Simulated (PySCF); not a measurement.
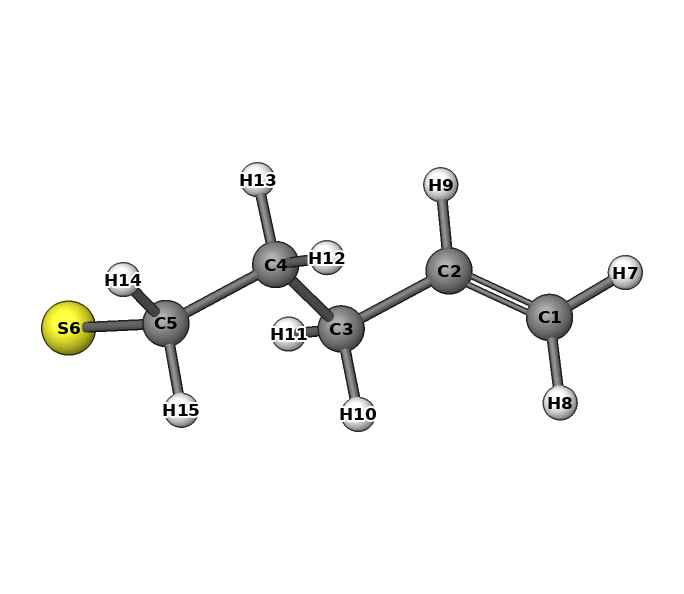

The questions are on Mulliken spin populations. State: neutral, doublet. The computed structure is the end point of a GFN2-xTB optimisation. No frequency run is at hand to confirm it as a minimum. Level of theory: UKS B3LYP, pcH-1 on C H S, non-relativistic (PySCF 2.14.0).

### Which atom carries the largest spin population?

S6 (0.97 e).

### Which atom has the lowest spin population?

C5 (−0.04 e); a negative value comes from spin polarisation.

Give the Mulliken spin populations atom by atom.

```csv
atom,value (e)
C1,0.01
C2,0.00
C3,0.01
C4,0.00
C5,−0.04
S6,0.97
H7,0.00
H8,0.00
H9,0.00
H10,0.00
H11,0.00
H12,0.00
H13,0.00
H14,0.04
H15,0.02
```

The run warned: orbitally degenerate or nearly so: second-order g, spin-orbit hyperfine and D do not apply.

Mulliken values depend strongly on the basis set.
